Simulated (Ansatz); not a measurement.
# CHBOS2: geometry optimisation

The task: find the minimum of CHBOS2 nearest to the start.

The runs use Ansatz 0.2.0; RKS PBE0-D4/def2-SVPD.

1 further run of the same task is left out (set aside as unsound or not needed).

**1. The starting structure**

6 atoms, charge 0, spin multiplicity 1.

Atoms are counted from 1 here; the program's logs count them from 0.

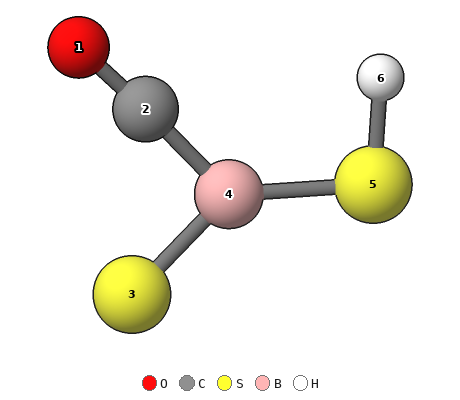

Start geometry, drawn with oxygen red, carbon grey, sulfur yellow, boron pink, hydrogen white; atoms are numbered from 1 in the order of the file.

Coordinates:

```
O     2.14610    0.42409    0.59411
C     1.07906    0.06694    0.30675
S     0.18777   -2.12117    0.25133
B    -0.29540   -0.47164   -0.05539
S    -1.79823    0.38913   -0.58818
H    -1.27719    1.64866   -0.55493
```

**2. Relaxation**

input.yaml

```yaml
crystal:
  periodic: [false, false, false]
  atoms:
    - { symbol: O, position_ang: [2.146096, 0.424091, 0.594108] }
    - { symbol: C, position_ang: [1.079056, 0.066936, 0.306755] }
    - { symbol: S, position_ang: [0.187771, -2.121169, 0.251335] }
    - { symbol: B, position_ang: [-0.295404, -0.471642, -0.055388] }
    - { symbol: S, position_ang: [-1.79823, 0.389129, -0.588185] }
    - { symbol: H, position_ang: [-1.277188, 1.648656, -0.554925] }
basis:
  gaussian: { orbitals: def2-SVPD }
hamiltonian:
  xc: pbe0
  dispersion: d4
output:
  forces: true
relax:
  f_tol: 0.003
  max_steps: 120
```

Launch:

```console
> ansatz run input.yaml --threads 1 --pin off --max-ram 2560MiB --backend cpu --events-out ev --progress --plain --runs-dir out
```

Log:

```text
Warning: RAYON_NUM_THREADS=1 ignored (pool sized by the plan → 1); use --threads N
The last accepted step is kept in <dir> (removed where the run ends without a failure and the disk answers)
Engine: ansatz 0.2.0, aarch64-unknown-linux-gnu
Functional definition: PBE0
  parameter a = 0.25
  parameter kappa = 0.804
  parameter beta = 0.06672455060314922
  exchange = (1 - a)*pbe_x(kappa = kappa, mu = beta*pi^2/3) + a*exact_x
  correlation = pbe_c(beta = beta)
1291 factors; integrals over basis functions are off by at most 2.5e-4 eV
mean field evaluation 1: about -25424.8213 eV, gradient 3.2e1 eV
mean field evaluation 2: about -25420.8708 eV, gradient 5.8e1 eV
mean field evaluation 4: about -25426.9004 eV, gradient 4.1e0 eV
mean field evaluation 8: about -25426.9972 eV, gradient 2.3e-1 eV
mean field evaluation 16: about -25426.9974 eV, gradient 2.3e-5 eV
mean field -25426.99737230 eV, -934.4249183942 hartree, gradient 2.2e-5 eV, S^2 0.000000; 0 other end points of the search recorded, 0 dependent functions left out
the calculation of the forces begins
reference -25426.99741358 eV, -934.4249199113 hartree; 26, 26 occupied and 99, 99 virtual orbitals, 1291 factors
relax step   1: F+E_penalty+E_count = -25427.14644999 eV  Δ(F+E_penalty+E_count) = +0.000e0 eV  max|allowed force component| = 1.853e0 eV/Å  Δτ_max = 0.0000 Å  (30 SCF iters, accepted)
these checks for a lower state are left out or cut short: starts, cluster_reference, orbital_swaps, neighbouring_geometries, increment
1291 factors; integrals over basis functions are off by at most 2.4e-4 eV
mean field -25427.02333553 eV, -934.4258725254 hartree, gradient 1.1e-5 eV, S^2 0.000000; 0 other end points of the search recorded, 0 dependent functions left out
the calculation of the forces begins
reference -25427.02337682 eV, -934.4258740426 hartree; 26, 26 occupied and 99, 99 virtual orbitals, 1291 factors
relax step   2: F+E_penalty+E_count = -25427.17275728 eV  Δ(F+E_penalty+E_count) = -2.631e-2 eV  max|allowed force component| = 2.404e-1 eV/Å  Δτ_max = 0.0188 Å  (36 SCF iters, accepted)
these checks for a lower state are left out or cut short: starts, cluster_reference, orbital_swaps, neighbouring_geometries, increment
1291 factors; integrals over basis functions are off by at most 2.4e-4 eV
mean field -25427.02443747 eV, -934.4259130210 hartree, gradient 1.1e-5 eV, S^2 0.000000; 0 other end points of the search recorded, 0 dependent functions left out
the calculation of the forces begins
reference -25427.02447874 eV, -934.4259145373 hartree; 26, 26 occupied and 99, 99 virtual orbitals, 1291 factors
relax step   3: F+E_penalty+E_count = -25427.17400573 eV  Δ(F+E_penalty+E_count) = -1.248e-3 eV  max|allowed force component| = 5.130e-2 eV/Å  Δτ_max = 0.0134 Å  (37 SCF iters, accepted)
these checks for a lower state are left out or cut short: starts, cluster_reference, orbital_swaps, neighbouring_geometries, increment
1291 factors; integrals over basis functions are off by at most 2.4e-4 eV
mean field evaluation 32: about -25426.9732 eV, gradient 3.1e0 eV
mean field -25427.02454762 eV, -934.4259170687 hartree, gradient 1.4e-5 eV, S^2 0.000000; 0 other end points of the search recorded, 0 dependent functions left out
the calculation of the forces begins
reference -25427.02458887 eV, -934.4259185849 hartree; 26, 26 occupied and 99, 99 virtual orbitals, 1291 factors
relax step   4: F+E_penalty+E_count = -25427.17415991 eV  Δ(F+E_penalty+E_count) = -1.542e-4 eV  max|allowed force component| = 4.907e-2 eV/Å  Δτ_max = 0.0168 Å  (35 SCF iters, accepted)
these checks for a lower state are left out or cut short: starts, cluster_reference, orbital_swaps, neighbouring_geometries, increment
1291 factors; integrals over basis functions are off by at most 2.4e-4 eV
mean field -25427.02480276 eV, -934.4259264451 hartree, gradient 2.6e-5 eV, S^2 0.000000; 0 other end points of the search recorded, 0 dependent functions left out
the calculation of the forces begins
reference -25427.02484402 eV, -934.4259279614 hartree; 26, 26 occupied and 99, 99 virtual orbitals, 1291 factors
relax step   5: F+E_penalty+E_count = -25427.17437936 eV  Δ(F+E_penalty+E_count) = -2.194e-4 eV  max|allowed force component| = 2.255e-2 eV/Å  Δτ_max = 0.0068 Å  (36 SCF iters, accepted)
these checks for a lower state are left out or cut short: starts, cluster_reference, orbital_swaps, neighbouring_geometries, increment
1291 factors; integrals over basis functions are off by at most 2.4e-4 eV
mean field -25427.02481395 eV, -934.4259268561 hartree, gradient 3.9e-5 eV, S^2 0.000000; 0 other end points of the search recorded, 0 dependent functions left out
the calculation of the forces begins
reference -25427.02485521 eV, -934.4259283724 hartree; 26, 26 occupied and 99, 99 virtual orbitals, 1291 factors
relax step   6: F+E_penalty+E_count = -25427.17439077 eV  Δ(F+E_penalty+E_count) = -1.141e-5 eV  max|allowed force component| = 1.958e-2 eV/Å  Δτ_max = 0.0003 Å  (22 SCF iters, accepted)
these checks for a lower state are left out or cut short: starts, cluster_reference, orbital_swaps, neighbouring_geometries, increment
1291 factors; integrals over basis functions are off by at most 2.4e-4 eV
mean field -25427.02480709 eV, -934.4259266042 hartree, gradient 1.7e-5 eV, S^2 0.000000; 0 other end points of the search recorded, 0 dependent functions left out
the calculation of the forces begins
reference -25427.02484834 eV, -934.4259281201 hartree; 26, 26 occupied and 99, 99 virtual orbitals, 1291 factors
relax step   7: F+E_penalty+E_count = -25427.17441644 eV  Δ(F+E_penalty+E_count) = -2.568e-5 eV  max|allowed force component| = 1.473e-2 eV/Å  Δτ_max = 0.0031 Å  (27 SCF iters, accepted)
these checks for a lower state are left out or cut short: starts, cluster_reference, orbital_swaps, neighbouring_geometries, increment
1291 factors; integrals over basis functions are off by at most 2.4e-4 eV
mean field -25427.02480916 eV, -934.4259266802 hartree, gradient 1.4e-5 eV, S^2 0.000000; 0 other end points of the search recorded, 0 dependent functions left out
the calculation of the forces begins
reference -25427.02485041 eV, -934.4259281960 hartree; 26, 26 occupied and 99, 99 virtual orbitals, 1291 factors
relax step   8: F+E_penalty+E_count = -25427.17443554 eV  Δ(F+E_penalty+E_count) = -1.910e-5 eV  max|allowed force component| = 5.564e-3 eV/Å  Δτ_max = 0.0017 Å  (27 SCF iters, accepted)
these checks for a lower state are left out or cut short: starts, cluster_reference, orbital_swaps, neighbouring_geometries, increment
1291 factors; integrals over basis functions are off by at most 2.4e-4 eV
mean field evaluation 64: about -25427.0248 eV, gradient 4.7e-5 eV
mean field -25427.02480487 eV, -934.4259265224 hartree, gradient 1.9e-5 eV, S^2 0.000000; 0 other end points of the search recorded, 0 dependent functions left out
the calculation of the forces begins
reference -25427.02484611 eV, -934.4259280382 hartree; 26, 26 occupied and 99, 99 virtual orbitals, 1291 factors
relax step   9: F+E_penalty+E_count = -25427.17444147 eV  Δ(F+E_penalty+E_count) = -5.924e-6 eV  max|allowed force component| = 7.124e-3 eV/Å  Δτ_max = 0.0012 Å  (27 SCF iters, accepted)
these checks for a lower state are left out or cut short: starts, cluster_reference, orbital_swaps, neighbouring_geometries, increment
1291 factors; integrals over basis functions are off by at most 2.4e-4 eV
mean field -25427.02480266 eV, -934.4259264415 hartree, gradient 1.6e-5 eV, S^2 0.000000; 0 other end points of the search recorded, 0 dependent functions left out
the calculation of the forces begins
reference -25427.02484391 eV, -934.4259279573 hartree; 26, 26 occupied and 99, 99 virtual orbitals, 1291 factors
relax step  10: F+E_penalty+E_count = -25427.17444515 eV  Δ(F+E_penalty+E_count) = -3.677e-6 eV  max|allowed force component| = 1.646e-3 eV/Å  Δτ_max = 0.0012 Å  (26 SCF iters, accepted)
1291 factors; integrals over basis functions are off by at most 2.4e-4 eV
mean field -25427.02480266 eV, -934.4259264415 hartree, gradient 1.6e-5 eV, S^2 0.000000; 1 other end points of the search recorded, 0 dependent functions left out
the calculation of the forces begins
reference -25427.02484391 eV, -934.4259279573 hartree; 26, 26 occupied and 99, 99 virtual orbitals, 1291 factors
Total energy: -25427.17448639 eV, -934.4314272171 hartree
Atom 0 at     2.131522     0.413107     0.590070 Å, force    -0.000017     0.001218    -0.000107 eV/Å
Atom 1 at     1.078445     0.070189     0.306648 Å, force     0.001638    -0.001231     0.000637 eV/Å
Atom 2 at     0.192693    -2.101902     0.250628 Å, force    -0.000753     0.000851    -0.000244 eV/Å
Atom 3 at    -0.298880    -0.474550    -0.054737 Å, force    -0.000253    -0.000443    -0.000213 eV/Å
Atom 4 at    -1.788465     0.389999    -0.586448 Å, force    -0.001646    -0.001532    -0.000283 eV/Å
Atom 5 at    -1.273213     1.639157    -0.552462 Å, force     0.001030     0.001138     0.000210 eV/Å
Dipole moment:     0.044357     0.535280    -0.038487 e Å
```

Run time: 62 s. Hardware: 1 thread of Arm Neoverse V2, shared host; peak memory 0.3 GiB.

Step by step:

```tsv
step	energy from step 1 (eV)	largest force component (eV/Å)
1	0.0000	1.8528
2	-0.0263	0.2404
3	-0.0276	0.0513
4	-0.0277	0.0491
5	-0.0279	0.0225
6	-0.0279	0.0196
7	-0.0280	0.0147
8	-0.0280	0.0056
9	-0.0280	0.0071
10	-0.0280	0.0016
```

Distances of close pairs at the start and the end, largest changes first:

```tsv
bond	before (Å)	after (Å)	change (Å)
S3–B4	1.746	1.727	-0.019
O1–C2	1.161	1.143	-0.018
S5–H6	1.363	1.352	-0.012
B4–S5	1.812	1.803	-0.009
C2–B4	1.520	1.525	+0.005
```

**3. Results**

| quantity | value |
| --- | --- |
| energy gained | 0.0280 eV |
| root mean square move | 0.013 Å |
| dipole moment | 2.59 D |

What this shows: Bond lengths: O1–C2 1.143 Å, C2–B4 1.525 Å, S3–B4 1.727 Å, B4–S5 1.803 Å, S5–H6 1.352 Å. Angles: O1–C2–B4 176.5°, C2–B4–S3 92.2°, C2–B4–S5 130.2°, S3–B4–S5 137.7°, B4–S5–H6 96.9°. No frequencies were computed here.
